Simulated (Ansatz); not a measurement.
**C3H4F4: basis-set convergence**

Aim: see how fast density functionals converge with the basis set for C3H4F4.

The runs use Ansatz 0.2.0, Gaussian basis; one geometry, several basis sets.

Plan: PBE0-D4/def2-SVP; ωB97M-V/def2-SVP; PBE0-D4/def2-QZVPP; ωB97M-V/def2-QZVPP; the functionals' def2-TZVPP values are taken from earlier runs.

### 1 The relaxed structure

All runs share one geometry, relaxed beforehand with PBE0-D4 in a triple-zeta def2 set.

SMILES `FCC(F)C(F)F`, 11 atoms, charge 0, spin multiplicity 1.

Atoms are counted from 1 here; the program's logs count them from 0.

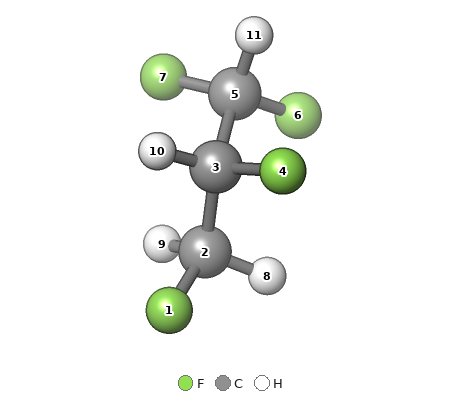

The structure; fluorine green, carbon grey, hydrogen white; atoms are numbered from 1 in the order of the file.

Geometry (Å):

| atom | x (Å) | y (Å) | z (Å) |
| --- | --- | --- | --- |
| F1 | -2.1650 | -0.6771 | 0.8096 |
| C2 | -0.7967 | -0.5334 | 0.8215 |
| C3 | -0.3707 | 0.3258 | -0.3390 |
| F4 | -0.7000 | 1.6430 | -0.1074 |
| C5 | 1.1242 | 0.2644 | -0.5925 |
| F6 | 1.8136 | 0.4469 | 0.5580 |
| F7 | 1.4420 | -0.9618 | -1.0734 |
| H8 | -0.5022 | -0.0684 | 1.7646 |
| H9 | -0.3393 | -1.5233 | 0.7380 |
| H10 | -0.8866 | 0.0022 | -1.2490 |
| H11 | 1.4462 | 1.0248 | -1.3100 |

### 2 PBE0-D4 in def2-SVP

Input file in.yaml:

```yaml
crystal:
  periodic: [false, false, false]
  atoms:
    - {symbol: F, position_ang: [-2.164978, -0.677137, 0.809616]}
    - {symbol: C, position_ang: [-0.796703, -0.533407, 0.821546]}
    - {symbol: C, position_ang: [-0.370747, 0.325846, -0.339012]}
    - {symbol: F, position_ang: [-0.699995, 1.642998, -0.107378]}
    - {symbol: C, position_ang: [1.124244, 0.264393, -0.592503]}
    - {symbol: F, position_ang: [1.813609, 0.446857, 0.558032]}
    - {symbol: F, position_ang: [1.441986, -0.961840, -1.073367]}
    - {symbol: H, position_ang: [-0.502235, -0.068391, 1.764628]}
    - {symbol: H, position_ang: [-0.339265, -1.523327, 0.737972]}
    - {symbol: H, position_ang: [-0.886574, 0.002163, -1.249045]}
    - {symbol: H, position_ang: [1.446159, 1.024845, -1.309990]}
basis:
  gaussian: {orbitals: def2-SVP}
hamiltonian: {xc: pbe0, dispersion: d4}
output: {orbitals: {seedname: orbitals}}
```

Command:

```console
$ ansatz run in.yaml --threads 4 --pin off --events-out ev --progress --plain --max-ram 11315MiB
```

The program printed:

```text
Functional definition: PBE0
  name "PBE0"
  cite "Adamo & Barone, J. Chem. Phys. 110, 6158 (1999) doi:10.1063/1.478522"
  cite "Perdew, Burke & Ernzerhof, Phys. Rev. Lett. 77, 3865 (1996) doi:10.1103/PhysRevLett.77.3865"
  parent pbe
  parameter a = 0.25
  parameter kappa = 0.804
  parameter beta = 0.06672455060314922
  exchange = (1 - a)*pbe_x(kappa = kappa, mu = beta*pi^2/3) + a*exact_x
  correlation = pbe_c(beta = beta)
1298 factors; their error is unknown
mean field evaluation 1: about -14016.4878 eV, gradient 3.5e1 eV
mean field evaluation 2: about -14016.6982 eV, gradient 3.5e1 eV
mean field evaluation 4: about -14018.5975 eV, gradient 1.6e0 eV
mean field evaluation 8: about -14018.6033 eV, gradient 1.4e-1 eV
mean field evaluation 16: about -14018.6024 eV, gradient 1.3e-4 eV
mean field -14018.60237940 eV, -515.1741352929 hartree, gradient 7.7e-5 eV, S^2 0.000000; 0 other end points of the search recorded, 0 dependent functions left out
reference -14018.60239753 eV, -515.1741359594 hartree; 29, 29 occupied and 89, 89 virtual orbitals, 1298 factors
Total energy: -14018.75912383 eV, -515.1798955446 hartree
```

It took 1.4 s on 4 threads of Arm Neoverse V2, shared host; peak memory 0.28 GiB.

### 3 ωB97M-V in def2-SVP

in.yaml, as its differences from that of step 2:

```diff
@@ -16,3 +16,3 @@
   gaussian: {orbitals: def2-SVP}
-hamiltonian: {xc: pbe0, dispersion: d4}
+hamiltonian: {xc: {name: wB97M-V}}
 output: {orbitals: {seedname: orbitals}}
```

Launched as before.

The program printed, cut to the lines that bear on the results:

```text
Functional definition: wB97M-V
  name "wB97M-V"
  cite "Mardirossian & Head-Gordon, J. Chem. Phys. 144, 214110 (2016) doi:10.1063/1.4952647"
  cite "Becke, J. Chem. Phys. 107, 8554 (1997) doi:10.1063/1.475007"
  cite "Vydrov & Van Voorhis, J. Chem. Phys. 133, 244103 (2010) doi:10.1063/1.3521275"
  # Of w^i u^j: cxij and so on, Table III.
[...]
  gx(w, u) = 1 - cx + cx01*u + cx10*w
  gss(w, u) = css00 + css04*u^4 + css10*w + css20*w^2 + css43*w^4*u^3
  gos(w, u) = cos00 + cos10*w + (cos20 + cos21*u)*w^2 + (cos60 + cos61*u)*w^6
[...]
      + integral(e_c_pw_mod_opposite_spin*gos(b97_w_opposite, b97_u_opposite)) + vv10(b, c)
1298 factors; their error is unknown
258 factors; integrals over basis functions are off by at most 4.9e-6 eV
[...]
mean field -14028.33480421 eV, -515.5317953078 hartree, gradient 2.7e-5 eV, S^2 0.000000; 0 other end points of the search recorded, 0 dependent functions left out
reference -14028.33483451 eV, -515.5317964215 hartree; 29, 29 occupied and 89, 89 virtual orbitals, 1298 factors
Total energy: -14028.33483451 eV, -515.5317964215 hartree
```

Wall time 5.5 s (4 threads of Arm Neoverse V2, shared host); peak memory 0.38 GiB.

### 4 PBE0-D4 in def2-QZVPP

in.yaml, as its differences from that of step 3:

```diff
@@ -15,4 +15,4 @@
 basis:
-  gaussian: {orbitals: def2-SVP}
-hamiltonian: {xc: {name: wB97M-V}}
+  gaussian: {orbitals: "def2-QZVPP.json"}
+hamiltonian: {xc: pbe0, dispersion: d4}
 output: {orbitals: {seedname: orbitals}}
```

Launched as before.

The program printed:

```text
Functional definition: PBE0
  name "PBE0"
  cite "Adamo & Barone, J. Chem. Phys. 110, 6158 (1999) doi:10.1063/1.478522"
  cite "Perdew, Burke & Ernzerhof, Phys. Rev. Lett. 77, 3865 (1996) doi:10.1103/PhysRevLett.77.3865"
  parent pbe
  parameter a = 0.25
  parameter kappa = 0.804
  parameter beta = 0.06672455060314922
  exchange = (1 - a)*pbe_x(kappa = kappa, mu = beta*pi^2/3) + a*exact_x
  correlation = pbe_c(beta = beta)
1513 factors; their error is unknown
mean field evaluation 1: about -14032.8424 eV, gradient 4.4e1 eV
mean field evaluation 2: about -14033.1886 eV, gradient 4.3e1 eV
mean field evaluation 4: about -14036.1776 eV, gradient 2.6e0 eV
mean field evaluation 8: about -14036.1910 eV, gradient 3.7e-2 eV
mean field evaluation 16: about -14036.1909 eV, gradient 2.6e-4 eV
mean field -14036.19092566 eV, -515.8205024462 hartree, gradient 5.2e-5 eV, S^2 0.000000; 0 other end points of the search recorded, 0 dependent functions left out
reference -14036.19095726 eV, -515.8205036074 hartree; 29, 29 occupied and 490, 490 virtual orbitals, 1513 factors
Total energy: -14036.34768356 eV, -515.8262631927 hartree
```

Wall time 11 s (4 threads of Arm Neoverse V2, shared host); peak memory 2 GiB.

### 5 ωB97M-V in def2-QZVPP

in.yaml, as its differences from that of step 4:

```diff
@@ -16,3 +16,3 @@
   gaussian: {orbitals: "def2-QZVPP.json"}
-hamiltonian: {xc: pbe0, dispersion: d4}
+hamiltonian: {xc: {name: wB97M-V}}
 output: {orbitals: {seedname: orbitals}}
```

The command is unchanged.

The program printed, cut to the lines that bear on the results:

```text
Functional definition: wB97M-V
  name "wB97M-V"
  cite "Mardirossian & Head-Gordon, J. Chem. Phys. 144, 214110 (2016) doi:10.1063/1.4952647"
  cite "Becke, J. Chem. Phys. 107, 8554 (1997) doi:10.1063/1.475007"
  cite "Vydrov & Van Voorhis, J. Chem. Phys. 133, 244103 (2010) doi:10.1063/1.3521275"
  # Of w^i u^j: cxij and so on, Table III.
[...]
  gx(w, u) = 1 - cx + cx01*u + cx10*w
  gss(w, u) = css00 + css04*u^4 + css10*w + css20*w^2 + css43*w^4*u^3
  gos(w, u) = cos00 + cos10*w + (cos20 + cos21*u)*w^2 + (cos60 + cos61*u)*w^6
[...]
      + integral(e_c_pw_mod_opposite_spin*gos(b97_w_opposite, b97_u_opposite)) + vv10(b, c)
1513 factors; their error is unknown
329 factors; integrals over basis functions are off by at most 5.8e-6 eV
[...]
mean field -14046.32157641 eV, -516.1927969943 hartree, gradient 2.6e-5 eV, S^2 0.000000; 0 other end points of the search recorded, 0 dependent functions left out
reference -14046.32162564 eV, -516.1927988034 hartree; 29, 29 occupied and 490, 490 virtual orbitals, 1513 factors
Total energy: -14046.32162564 eV, -516.1927988034 hartree
```

Wall time 25 s (4 threads of Arm Neoverse V2, shared host); peak memory 2.3 GiB.

### 6 Density functionals: the series

The def2-TZVPP values come from earlier runs at the same geometry.

| functional | basis | functions | energy (eV) | from the largest (eV) | HOMO (eV) | LUMO (eV) |
| --- | --- | --- | --- | --- | --- | --- |
| PBE0-D4 | def2-SVP | 118 | -14018.7591 | 17.589 | -9.46 | 1.80 |
| PBE0-D4 | def2-TZVPP | 273 | -14035.6254 | 0.722 | -9.64 | 1.26 |
| PBE0-D4 | def2-QZVPP | 519 | -14036.3477 | 0.000 | -9.69 | 0.82 |
| ωB97M-V | def2-SVP | 118 | -14028.3348 | 17.987 | -11.85 | 3.68 |
| ωB97M-V | def2-TZVPP | 273 | -14045.6331 | 0.689 | -12.05 | 2.95 |
| ωB97M-V | def2-QZVPP | 519 | -14046.3216 | 0.000 | -12.10 | 2.01 |

### 7 What came out

```
                                       quantity           value
PBE0-D4: double and triple zeta above quadruple  17.59, 0.72 eV
ωB97M-V: double and triple zeta above quadruple  17.99, 0.69 eV
```

**Reading.** For PBE0-D4 the step from double to triple zeta gains 16.87 eV and the next only 0.72 eV. These are total energies; as a rule much of such shifts cancels in differences, which this series doesn't test. The LUMO of ωB97M-V is positive and keeps falling with the basis (3.68 to 2.01 eV): an unbound level that the basis holds in place.

For PBE0-D4 the largest set took about 8 times as long as the smallest (11 s against 1.4 s).
